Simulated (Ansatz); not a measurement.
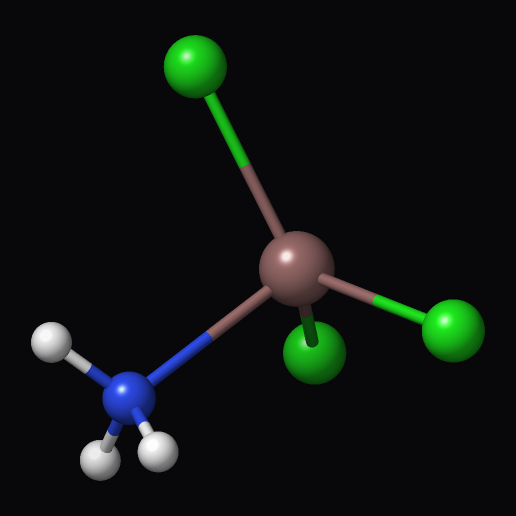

A ball-and-stick model of a molecule. Colours: nitrogen blue, indium brown, chlorine green, hydrogen white.

Computed geometry: PBE0-D4/def2-TZVP optimisation.

**Count the atoms of each element.**

Cl3H3InN, 8 atoms: 3 chlorine, 3 hydrogen, 1 indium and 1 nitrogen.

**Give the symmetry (Schoenflies symbol).**

C3v.

**How many sets of symmetry-equivalent atoms are there?**

4: 1 N, 1 In, 3 Cl, 3 H.

More results for the same structure follow; atom numbers are the same in all pictures, views and colours differ.

Geometry

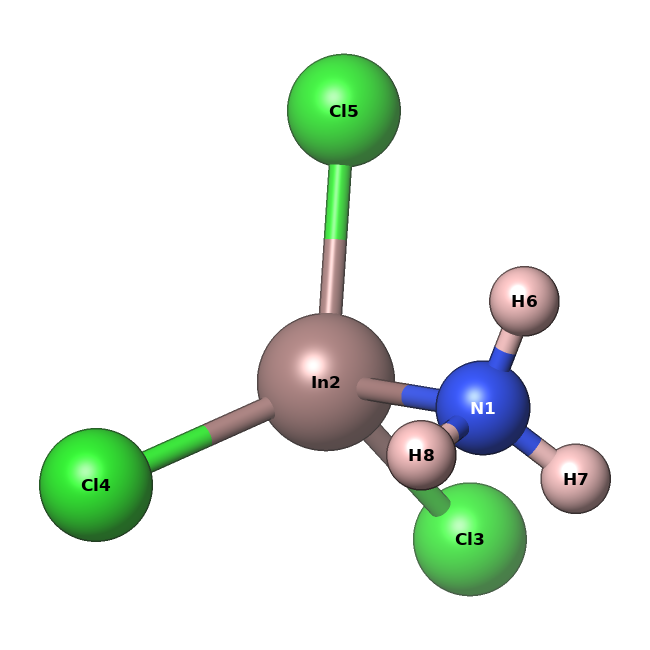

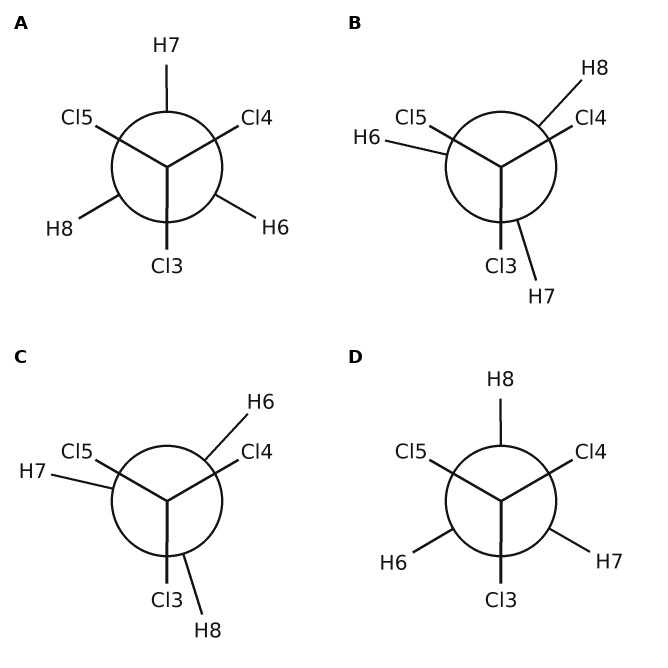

Distant atoms are faded towards the background colour. Bonds that would overlap in a projection are set slightly apart.

**Which Newman projection shows the view along In2–N1, with In2 in front?**

B. The torsion angle Cl3–In2–N1–H6 is 120°, anticlinal.

Thermal motion

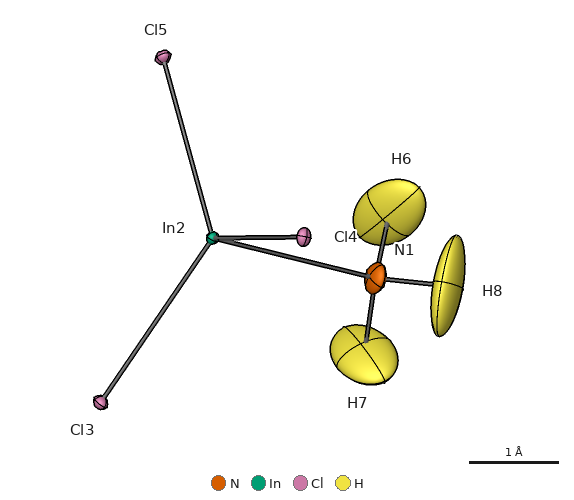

Displacement ellipsoids at the 50 % level, from the internal vibrations of the free molecule (harmonic, no overall translation or rotation; no half-axis is drawn under 0.075 Å). Vibrations computed with RKS PBE0-D4/def2-TZVP, core potentials on In (Ansatz 0.2.0). Temperature: 100 K.

**Which atom has the largest mean-square displacement?**

H6, H7, H8, with U_eq = 0.0676 Å².

**Does H6 move more along its bond or across it?**

Across it: the root-mean-square amplitude is 0.131 Å along the bond and up to 0.377 Å across, since bending and torsion are softer than stretching.

List U_eq and the three principal root-mean-square amplitudes for each kind of atom.

| atom | U_eq (Å²) | rms amplitudes (Å) |
| --- | --- | --- |
| N1 | 0.0105 | 0.058, 0.119, 0.119 |
| In2 | 0.00079 | 0.028, 0.028, 0.029 |
| Cl3, Cl4, Cl5 | 0.0032 | 0.039, 0.056, 0.070 |
| H6, H7, H8 | 0.0676 | 0.108, 0.222, 0.377 |

Electronic properties

Method: RKS PBE-D4/def2-TZVPP, core potentials on In (Ansatz 0.2.0).

**Estimate the dispersion correction.**

−23.3 kJ/mol.

**Give the HOMO energy (Kohn–Sham orbital) at this level.**

−7.28 eV.

**What is the dipole moment?**

5.86 D.

**Give the HOMO–LUMO gap at this level.**

4.73 eV.

Charges

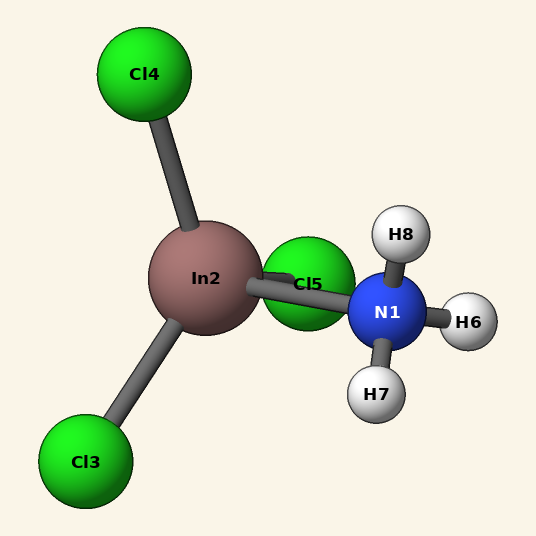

The questions are on Mulliken charges. Method: RKS B3LYP-D4/def2-TZVPP, core potentials on In (Ansatz 0.2.0).

Give the Mulliken charges atom by atom.

```
atom  value (e)
  N1      −0.31
 In2       0.91
 Cl3      −0.39
 Cl4      −0.39
 Cl5      −0.39
  H6       0.19
  H7       0.19
  H8       0.19
```

Mulliken values depend strongly on the basis set and can even reverse the polarity of a bond.
